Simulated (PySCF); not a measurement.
System: P₂ (charge +1, doublet).

```xyz
2

P     0.0000    0.0000   -0.9860
P     0.0000    0.0000    0.9860
```

Method: PBE0/6-311G(d,p), non-relativistic, at a bond length of 1.972 Å (PySCF).

> What can the converged electron density, electron localisation function and spin density tell about the bonding?

P–P (1.97 Å): ρ at the midpoint is about 1.1 e/Å³; the ELF peaks at about 0.90 between the atoms: a covalent bond.
The unpaired spin (1 electron) lies mostly on P1 (about 0.5) and P2 (about 0.5), in electrons by Hirshfeld's partition.

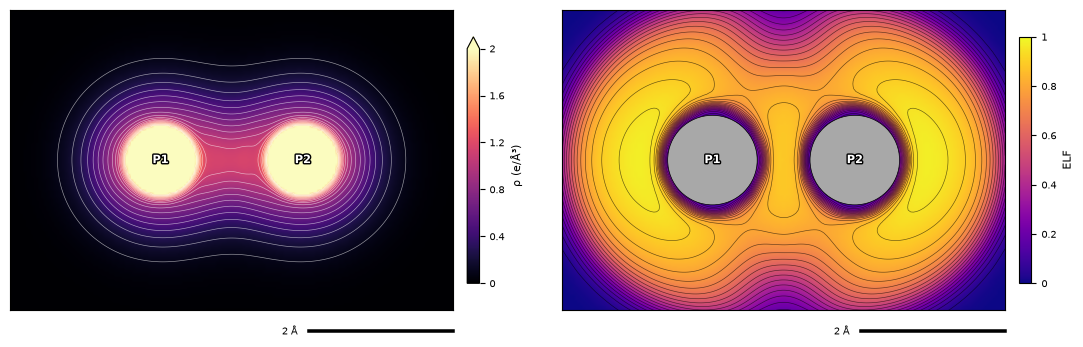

Computed electron density and electron localisation function on a plane that holds the molecular axis, in this order. Grey discs cover the atomic cores in the ELF map. 
